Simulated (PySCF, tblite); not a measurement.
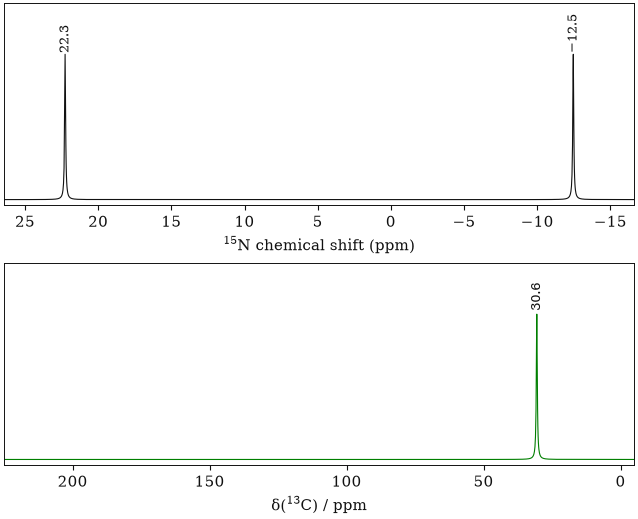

GIAO shifts, PBE0/pcSseg-1 in PySCF, at a GFN2-xTB geometry (a minimum by its frequencies), against NH₃ for ¹⁵N and TMS for ¹³C computed at the same level (¹⁵N: a single molecule, while the usual scales start at liquid NH₃ or nitromethane; multiply bonded nitrogen can come out tens of ppm too deshielded). Gas phase, fully decoupled, line heights follow the number of nuclei, widths are arbitrary (no quadrupolar broadening); values of one conformer, averaged over nuclei that symmetry, rotation about single bonds or inversion at nitrogen exchange, these motions taken as fast; other conformers aren't averaged in.

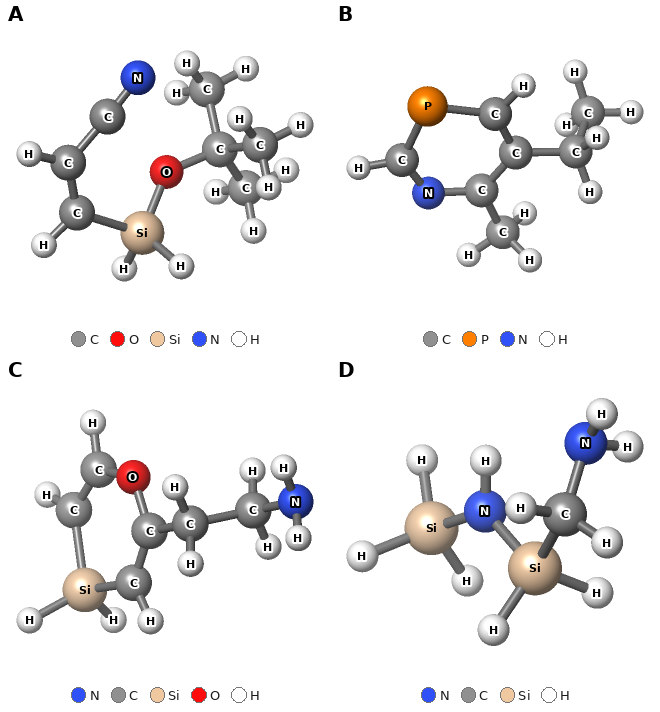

Which molecule was computed? Choose among the lettered structures.

Answer. Structure D, CH₁₀N₂Si₂, SMILES NC[SiH2]N[SiH3]. Its ¹⁵N signals: 22.3 (1 N), −12.5 (1 N) ppm. Its ¹³C signals: 30.6 (1 C) ppm.

Known limits of this run: the tight-binding geometry is rougher than a DFT one and adds to the error.
